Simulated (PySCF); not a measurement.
# Ca⁺: dipole response in aug-cc-pVTZ-X2C

How polarisable is Ca⁺ at the levels listed below?

Method: unrestricted determinants in a Gaussian basis, no spin-orbit coupling in the energies. Code: PySCF 2.14.0.

**1. The system**

```
Element     : calcium (Z = 20)
Basis       : aug-cc-pVTZ-X2C (7s6p4d2f, 59 functions)
Hamiltonian : the spin-free X2C one-electron Hamiltonian (Gaussian nucleus)
State 1     : Ca⁺: [Ar] 3d1, 2D determinant (an excited configuration)
Methods     : HSE06
```

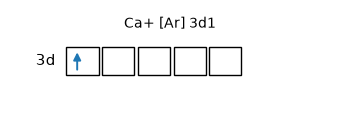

Outer shells as boxes.

The runs were made by one driver on top of PySCF. The scripts below sum up each run's settings (the driver also hands on starting orbitals that pick excited configurations, and frozen orbitals as a list rather than a count), and the logs come from the driver's own runs. The driver starts from symmetry-adapted Hartree-Fock orbitals, holds the occupation by maximum overlap and uses a logarithmic radial grid for functionals, so a plain start would take other cycles.

The integrals over 59 functions and the set-up took 1.7 s of CPU time.

**2. Ca⁺ [Ar] 3d1: HSE06**

**HSE06**

input.py reads:

```python
from pyscf import gto, scf, dft, mp, cc
import basis_set_exchange as bse
mol = gto.M(atom="Ca 0 0 0", charge=1, spin=1, symmetry="D2h",
            basis=gto.basis.parse(bse.get_basis("aug-cc-pVTZ-X2C", elements=["Ca"], fmt="nwchem")),
            nucmod="G")
mf = dft.UKS(mol, xc="HSE06").sfx2c1e()
mf.irrep_nelec = {'Ag': (3, 3), 'B1g': (1, 0), 'B1u': (2, 2), 'B2u': (2, 2), 'B3u': (2, 2)}
mf.kernel()
```

The log of the run:

```text
damping factor = 0
level_shift factor = 0
DIIS = <class 'pyscf.scf.diis.CDIIS'>
diis_start_cycle = 1
diis_space = 10
diis_damp = 0
SCF conv_tol = 1e-09
SCF conv_tol_grad = None
number electrons alpha = 10  beta = 9
XC functionals = HSE06
    J. Heyd, G. E. Scuseria, and M. Ernzerhof.,  J. Chem. Phys. 118, 8207 (2003)
    J. Heyd, G. E. Scuseria, and M. Ernzerhof.,  J. Chem. Phys. 124, 219906 (2006)
    A. V. Krukau, O. A. Vydrov, A. F. Izmaylov, and G. E. Scuseria.,  J. Chem. Phys. 125, 224106 (2006)
cycle= 1 E= -680.033620064261  delta_E= -0.0015  |g|= 0.00697  |ddm|= 0.203
cycle= 2 E= -680.033641441569  delta_E= -2.14e-05  |g|= 0.00324  |ddm|= 0.0453
cycle= 3 E= -680.033648396875  delta_E= -6.96e-06  |g|= 0.000408  |ddm|= 0.0198
cycle= 4 E= -680.033648492663  delta_E= -9.58e-08  |g|= 2.07e-05  |ddm|= 0.00171
cycle= 5 E= -680.033648492906  delta_E= -2.43e-10  |g|= 1.09e-06  |ddm|= 8.95e-05
converged SCF energy = -680.033648492906  <S^2> = 0.75026441  2S+1 = 2.0002644
```

CPU time 23 s on a shared host, the integrals not counted.

The occupied shells:

```
shell  electrons  mean orbital energy (eV)  spread (eV)  rms radius (bohr)
 1s β          1                   -3984.2            0             0.0888
 1s α          1                   -3984.2            0             0.0888
 2s α          1                   -428.27            0              0.395
 2s β          1                   -428.16            0              0.395
 2p α          3                   -345.89        0.159              0.364
 2p β          3                   -345.79        0.275              0.364
 3s α          1                   -53.621            0               1.25
 3s β          1                   -53.036            0               1.25
 3p α          3                   -33.325        0.108               1.40
 3p β          3                   -32.636        0.929               1.40
 3d α          1                    -6.899            0               2.74
```

⟨S²⟩ = 0.750, ⟨L²⟩ = 6.00.

The driver then solved the coupled dipole response at imaginary frequencies: mean α = 58.47 bohr³ (xx, yy, zz: 82.95, 82.95, 9.500), C₆ = 161.8 au for a like pair.

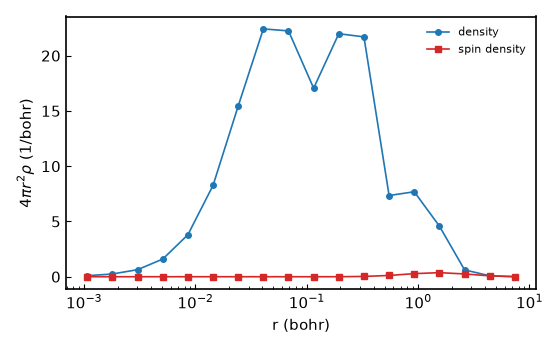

Radial density 4πr²ρ of Ca⁺ at HSE06, at 18 stored radii joined by straight lines.

**3. Polarisabilities and C₆**

Ca⁺ [Ar] 3d1, in atomic units:

```
method  mean α  C₆ (like pair)  S(−4)
 HSE06   58.47           161.8  31630
```

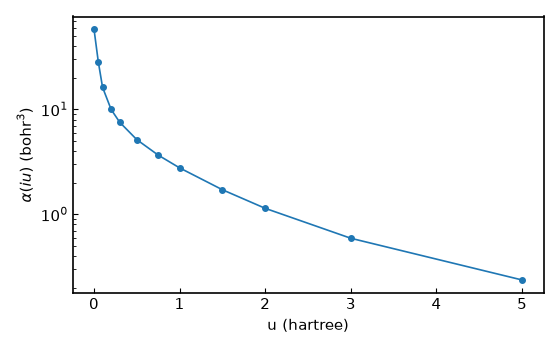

α(iu) of Ca⁺ [Ar] 3d1, the polarisability at imaginary frequency, on a logarithmic scale.

**4. Results**

```
         quantity                value
α of Ca⁺ [Ar] 3d1  58.47 (HSE06) bohr³
```

A single London oscillator with the computed α and C₆ of Ca⁺ [Ar] 3d1 at HSE06 would have ω = 4 C₆ / (3 α²) = 0.0631 hartree. All values hold for this basis alone; no basis-set limit was taken.
